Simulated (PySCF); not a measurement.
NO (doublet)

```yaml
atoms:
  - { symbol: N, position_ang: [0.0000, 0.0000, -0.6089] }
  - { symbol: O, position_ang: [0.0000, 0.0000, 0.5331] }
```

Method: PBE0/def2-TZVP, non-relativistic Hamiltonian with scalar-relativistic core potentials where named, at a bond length of 1.142 Å in PySCF 2.14.0.

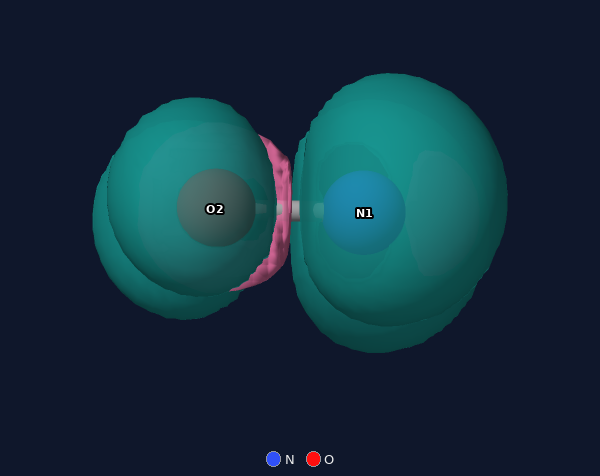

Figure 1. Isosurfaces of the spin density (α minus β) at +0.015 (teal) and −0.015 e/Å³ (pink), seen from one side.

> Describe the spin distribution.

The unpaired spin (1 electron) lies mostly on N1 (about 0.7) and O2 (about 0.3), in electrons by Hirshfeld's partition.

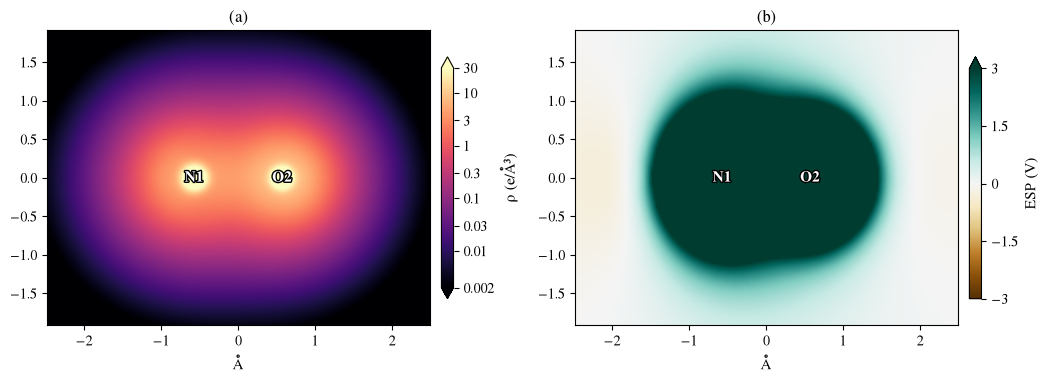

Figure 2. (a) electron density; (b) molecular electrostatic potential on a plane that holds the molecular axis.

> What do the fields say about this system?

The section cuts through N and O sites. N–O (1.14 Å): ρ at the midpoint is about 4.3 e/Å³. Outside the dense part of the molecule the potential is most negative (−0.3 V) near N1.
